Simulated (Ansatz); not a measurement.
Bond-angle distributions (per cent of the angles at each element, bins of 10°) of a relaxed model of amorphous silicon oxynitride (Si$_{27}$O$_{24}$N$_{20}$) at 2.58 g/cm³. Calculation: PBE, scalar-relativistic without spin-orbit coupling (plane waves to 420 eV, PAW; Ansatz, a quantum-chemistry and plane-wave program).

Preparation: random packing, a CHGNet melt and quench, and a DFT relaxation. O and N atoms were pushed apart under 1.9 Å during the dynamics, to hinder bonds among them. It is a model cell: composition and starting density were chosen by hand, and all elements were melted together. No dispersion term was used. Its density started from a set value of 2.73 and ended at 2.58 g/cm³. Cooling (nominally 1300 K/ps over its main leg) ran many orders faster than in experiment, which tends to leave more defects and strain. A cell of this size samples the disorder only roughly. The volume was free in the relaxation, at fixed shape. Stress components on the final sampling reach 3.3 GPa.

Neighbours within Si-Si 2.60 Å, Si-O 2.08 Å, Si-N 2.06 Å, O-O 1.58 Å, O-N 1.64 Å, N-N 1.70 Å count as bonded. Two cations that share two anions don't count as bonded, nor two that share one unless they lie closer than Si-Si 2.38 Å.

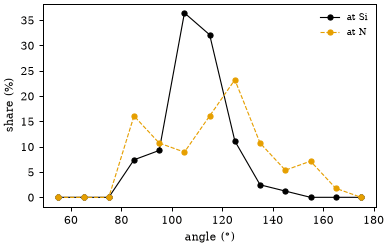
*Bond-angle distributions*

They go with these counts of neighbours within the cut-offs, cation contacts included: Si mean 4.0, most often 4; N mean 2.9, most often 3.
